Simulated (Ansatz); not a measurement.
The crystal is BaIBr (Pnma).

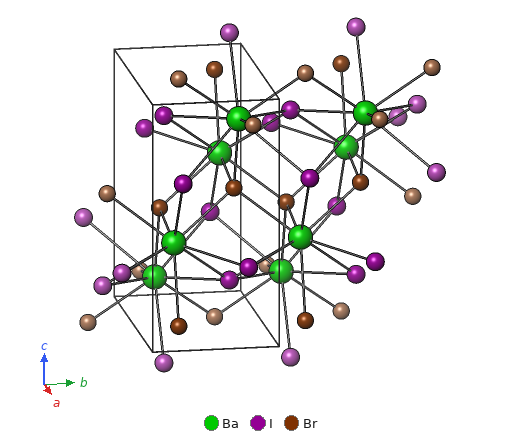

The structure (barium green, iodine purple, bromine brown). 1×2×1 cells are drawn. Some periodic images of atoms are drawn too.

It takes space group Pnma (No. 62, orthorhombic). The conventional cell has a = 8.814 Å, b = 5.124 Å, c = 10.192 Å, α = 90.00°, β = 90.00°, γ = 90.00°. Ba has 4 Br at 3.31 to 3.34 Å and 5 I at 3.67 to 3.76 Å nearest. I has 5 Ba at 3.67 to 3.76 Å nearest. Br has 4 Ba at 3.31 to 3.34 Å nearest. Farther neighbours and most contacts between anions are not listed.

```xyz
12
Lattice="8.8145 0.0000 0.0000 0.0000 5.1243 0.0000 0.0000 0.0000 10.1917" Properties=species:S:1:pos:R:3 pbc="T T T"
Ba    6.4242    1.2811    3.8233
Ba    2.3903    3.8432    6.3684
Ba    6.7975    3.8432    8.9191
Ba    2.0170    1.2811    1.2726
I     4.1570    1.2811    8.4772
I     4.6575    3.8432    1.7145
I     0.2502    3.8432    3.3814
I     8.5642    1.2811    6.8103
Br    7.5493    1.2811    0.6796
Br    1.2651    3.8432    9.5120
Br    5.6724    3.8432    5.7755
Br    3.1421    1.2811    4.4162
```

The cell and positions are those that the Materials Project relaxed with its own functionals (PBE, PBE+U or r2SCAN), kept fixed. Spin-orbit coupling is left out unless a run names it. PAW set soft_2, made with PBE.

Gaps computed with Ansatz 0.2.0 without a self-energy: PBEsol 3.43 eV, PBEsol+SOC 3.16 eV, r2SCAN 3.99 eV, HSE06 4.51 eV and PBE0 5.21 eV.

Estimate the G0W0@PBEsol gap with 2×4×2 mesh, 1045 empty bands, screening to 100 eV, default PAW files.

About 5.14 eV: on its mesh the run moves the gap from 3.43 eV by +1.72 eV. Among the scalar-relativistic levels given, PBE0 is nearest (+0.07 eV). Spin-orbit coupling is not in that value; its −0.27 eV at the PBEsol level would bring it to about 4.87 eV. Bands and cutoff are finite, so the gap is not at the basis limit. The miss can reach some tenths of an eV and take either sign; the mesh is an error of its own. The many-body steps are scalar-relativistic: spin-orbit coupling is not in them.

[Paths, hosts, dates, memory and timing lines, banners, echoed tables and standing remarks are left out of the program output.]

[Logs are printed without paths, hosts, clocks, repeated set-up lines and the standing remarks that a program may print on its own settings, such as how far it seeks lower states.]

[Runs of the session that timed out or met a known fault of the program may be left out.]

[Cells called generated may have been cut or substituted from an entry of the Crystallography Open Database or the Materials Project.]

[Hosts, paths, dates, database ids (printed as entryN), source tags and the programs' standing remarks are cut or masked in the printed files.]
